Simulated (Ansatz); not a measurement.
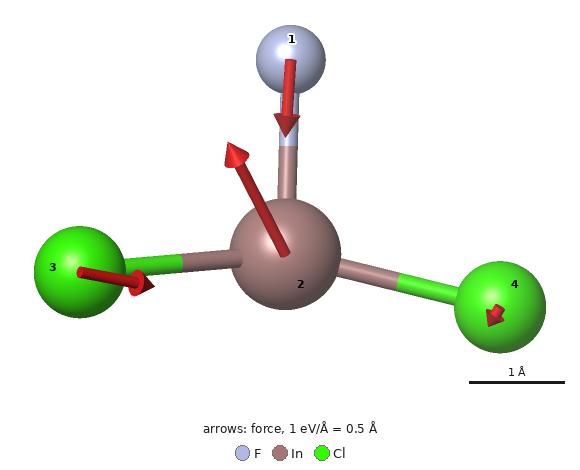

Starting geometry of InCl2F with the computed forces as red arrows. A ball-and-stick model, seen at a tilt.

The run prepares an end point of a later path (inversion) calculation, from a guessed geometry.

All numbers below come from RKS r2SCAN-D4/def2-SVP (Ansatz 0.2.0).

The input:
```yaml
crystal:
  periodic: [false, false, false]
  atoms:
    - { symbol: F, position_ang: [0.3061, 0.9396, 1.4505] }
    - { symbol: In, position_ang: [-0.3276, -0.2681, -0.0787] }
    - { symbol: Cl, position_ang: [1.5262, -1.9677, 0.0679] }
    - { symbol: Cl, position_ang: [-1.4492, 1.2359, -1.46] }
basis:
  gaussian: { orbitals: def2-SVP }
hamiltonian:
  xc: r2scan
  dispersion: d4
relax:
  f_tol: 0.015
  max_steps: 40
```

Run as
```bash
ansatz run input.yaml --threads 1 --pin off --max-ram 2048MiB --backend cpu --events-out ev --progress --plain --runs-dir out
```

### Is this structure relaxed? If not, where do the atoms go?

It isn't relaxed: the largest force vector, on In2, is 3.04 eV/Å. The final displacements follow the starting forces only in part (cosine between the two patterns 0.56). The atom that moves furthest after the best rigid fit is In2 (0.47 Å). Largest moves by element: In 0.47 Å, Cl 0.42 Å, F 0.28 Å. Near-neighbour distances that change, for instance: In2–Cl3 2.519 → 2.319 Å, F1–In2 2.049 → 1.944 Å, In2–Cl4 2.330 → 2.319 Å. Among the angles between lasting bonds that change: Cl3–In2–Cl4 145.5° → 123.2°, F1–In2–Cl3 97.3° → 118.5°, F1–In2–Cl4 102.2° → 118.4°. After 4 geometry steps the energy has fallen by 0.791 eV. Largest force component: 2.6 eV/Å at the start, 0.003 eV/Å at the end.
